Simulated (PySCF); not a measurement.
## Electronic structure of H₂Lu (charge +1) in real space

```xyz
3

Lu    0.0000    0.0000   -0.1844
H     1.4608    0.0000    0.9454
H    -1.4608    0.0000    0.9454
```

All numbers below come from RKS PBE0, Lu def2-SVP with ECP28, H def2-SVP; non-relativistic Hamiltonian with scalar-relativistic core potentials where named; density fitting in PySCF 2.14.0.

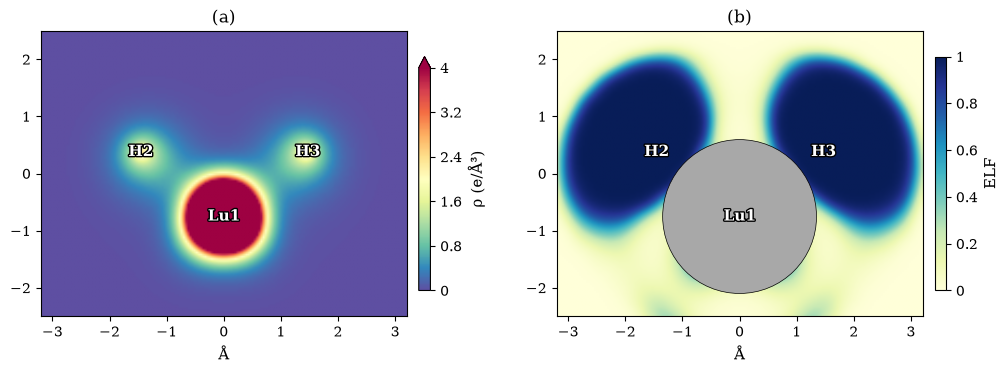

Figure 1. (a) electron density; (b) electron localisation function on the molecular plane. Grey discs cover the atomic cores in the ELF map.

**What does the map show?**

The section cuts through Lu and H sites.
Lu–H (1.85 Å): the density is about 1.1 e/Å³ at the midpoint; the ELF climbs to about 1 towards the hydrogen.

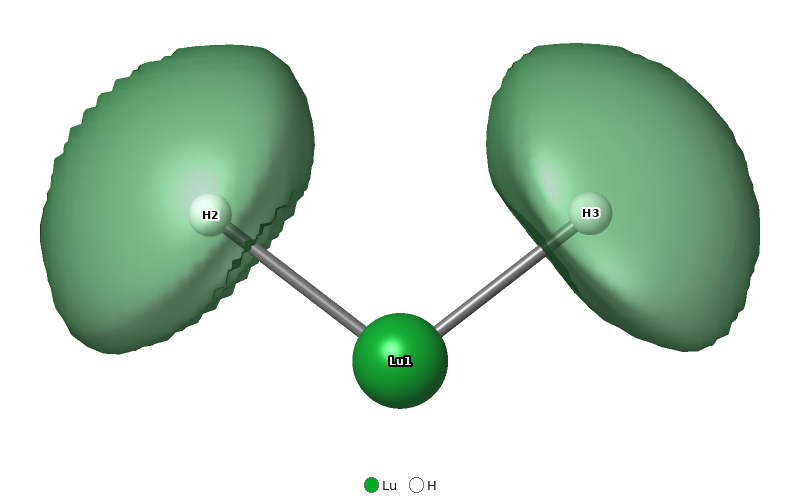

Figure 2. Isosurface of the ELF at 0.9 (green), seen across its widest extent. Only the valence region is drawn (cores and ρ < 0.01 e/Å³ removed).

**Identify the bonds, lone pairs and shells in this picture.**

The surface consists of two regions around hydrogen nuclei.

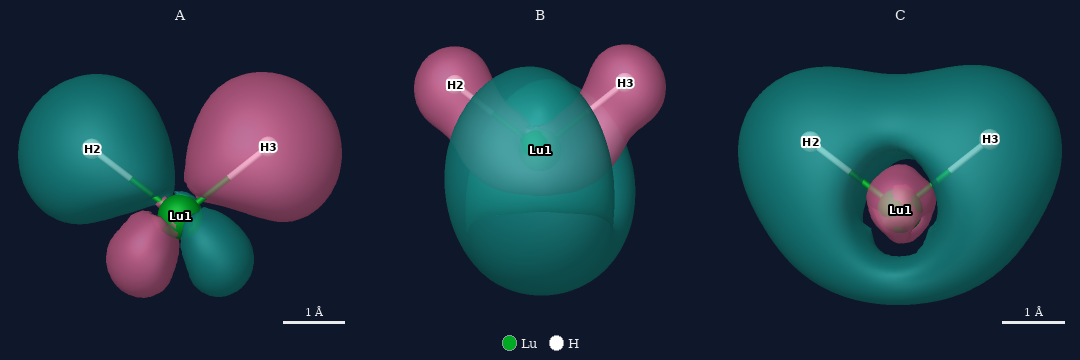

Figure 3. Three frontier orbitals at ±0.08 Å⁻³ᐟ² (teal and pink are the two phases), in no order.

**Order the three orbitals by energy and name them.**

C is the HOMO−1 (−13.91 eV). It lies mainly on Lu1 (about 50 %), H2 (about 25 %) and H3 (about 25 %). A is the HOMO (−13.09 eV). It lies mainly on Lu1 (about 45 %), H2 (about 30 %) and H3 (about 30 %). B is the LUMO (−8.15 eV). It lies mainly on Lu1 (about 95 %).

**What is the HOMO–LUMO gap?**

4.94 eV between the orbital energies.

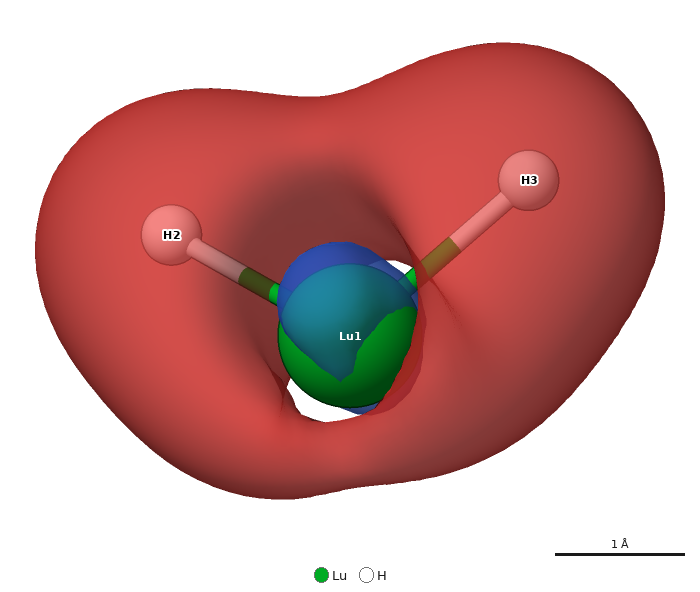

Figure 4. The HOMO−1 at ±0.1 Å⁻³ᐟ² (red and blue are the two phases), seen at a tilt.

**Where does this orbital lie, and at what energy?**

It lies mainly on Lu1 (about 50 %), H2 (about 25 %) and H3 (about 25 %). Its energy is −13.91 eV.
